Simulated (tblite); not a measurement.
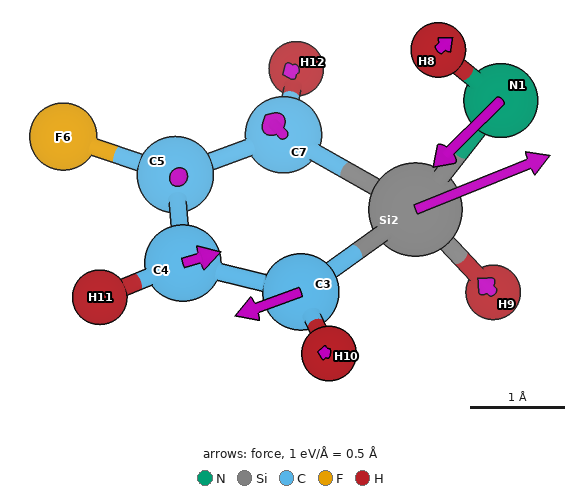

Starting geometry of C4H5FNSi (multiplicity 2) with the computed forces as purple arrows. The picture is a ball-and-stick view, seen from a free direction.

The calculation used GFN2-xTB geometry optimisation, gas phase in tblite. 

Q: What follows when this structure is relaxed?

A: It isn't relaxed: the largest force vector, on Si2, is 3.16 eV/Å. The final displacements have little in common with the starting forces (cosine between the two patterns 0.26). Over 50 geometry steps the energy falls by 7.16 kcal/mol. The atom that moves furthest after the best rigid fit is H8 (0.42 Å). Largest moves by element: H 0.42 Å, N 0.28 Å, Si 0.13 Å, F 0.13 Å, C 0.08 Å. Among the contacts that change: Si2–C3 1.853 → 1.951 Å, N1–Si2 1.750 → 1.657 Å, Si2–C7 1.860 → 1.896 Å, Si2–H9 1.486 → 1.457 Å. Among the angles between lasting bonds that change: Si2–N1–H8 106.9° → 123.4°, N1–Si2–C7 111.4° → 125.5°, N1–Si2–C3 111.3° → 103.4°. Groups turn about N1–Si2 by about 30°.
